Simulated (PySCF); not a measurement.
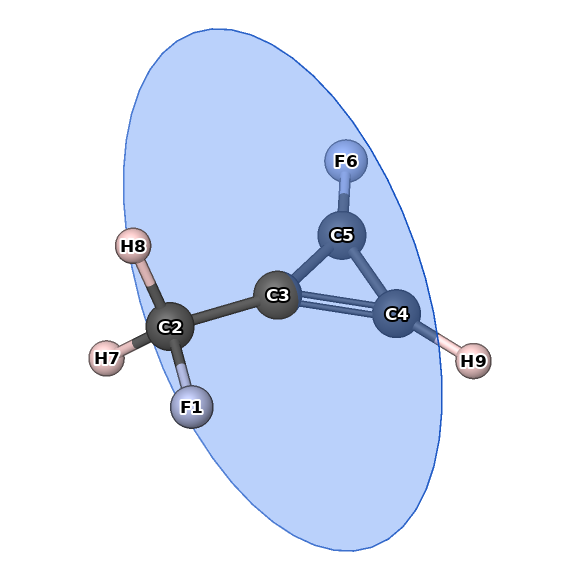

A disc through the centre of mass is drawn in. Distant atoms are faded towards the background colour. The species has charge +1 and is a spin singlet. The computed structure is the end point of a PBE0-D3(BJ)/def2-SVP optimisation. No frequency run is at hand to confirm it as a minimum.

Is the plane of the disc a mirror plane of the structure?

Answer. No. The point group is Cs, with 1 mirror plane, and this plane isn't one of its mirror planes.
